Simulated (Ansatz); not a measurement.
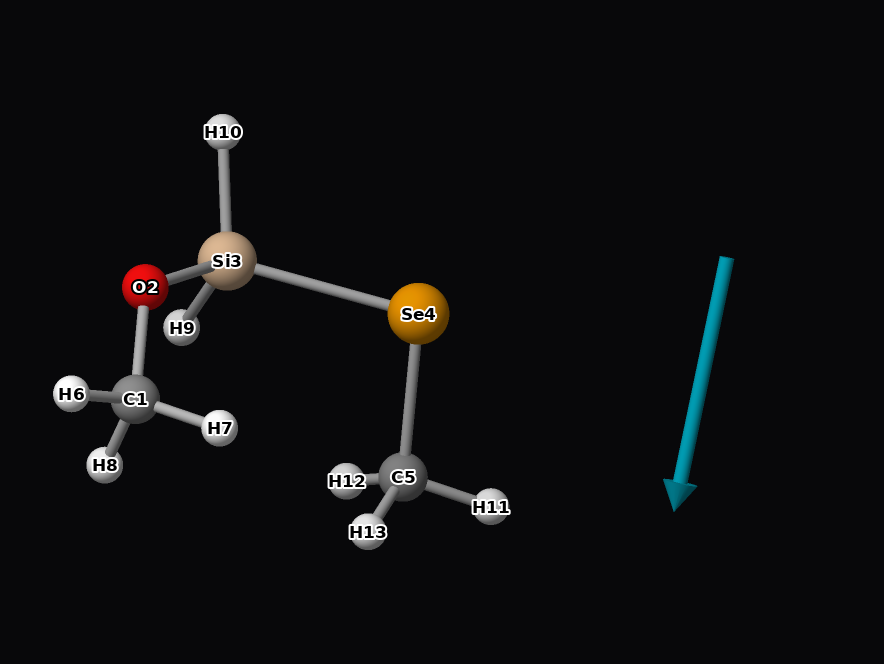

The arrow beside the molecule shows the direction of the dipole moment, from the negative to the positive end (its length means nothing). The geometry was computed by an optimisation with PBE0-D4/def2-TZVP. No frequency run is at hand to confirm it as a minimum. Method: RKS ωB97M-V/def2-TZVPP (Ansatz 0.2.0).

Question: Estimate the dipole moment.

Answer: 2.20 D; it points from the side of H10 to the side of H13 (the outermost atoms at the two ends).
